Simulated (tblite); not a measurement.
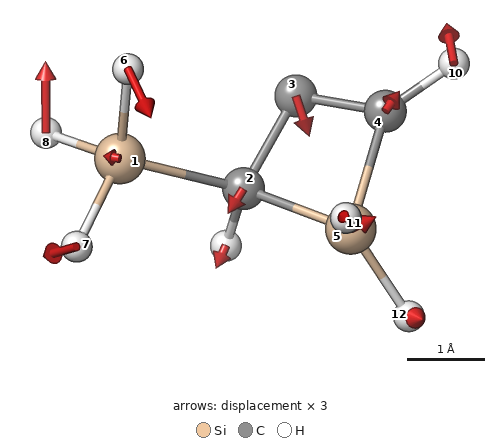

A relaxation of C3H7Si2 (multiplicity 2). The starting structure is drawn; red arrows show the displacements, magnified 3 times. The two geometries are superimposed by the best rigid fit.

A ball-and-stick model, seen at a tilt.

Level of theory: GFN2-xTB geometry optimisation, gas phase (tblite 0.8.0). 

> Which element moves most?

Hydrogen: up to 0.32 Å, against 0.19 Å for carbon.

> What did the optimiser do to the structure, and how much energy did it gain?

Over 72 geometry steps the energy falls by 0.711 eV. The atom that moves furthest after the best rigid fit is an H atom (0.32 Å). Largest moves by element: H 0.32 Å, C 0.19 Å, Si 0.13 Å. Some distances before and after: C–Si 1.822 → 1.947 Å, C–Si 1.826 → 1.890 Å, C–C 1.358 → 1.327 Å, C–H 1.119 → 1.091 Å. Among the angles between lasting bonds that change: C–C–C 96.4° → 111.2°, C–C–Si 94.3° → 83.6°, C–C–Si 98.4° → 90.4°.
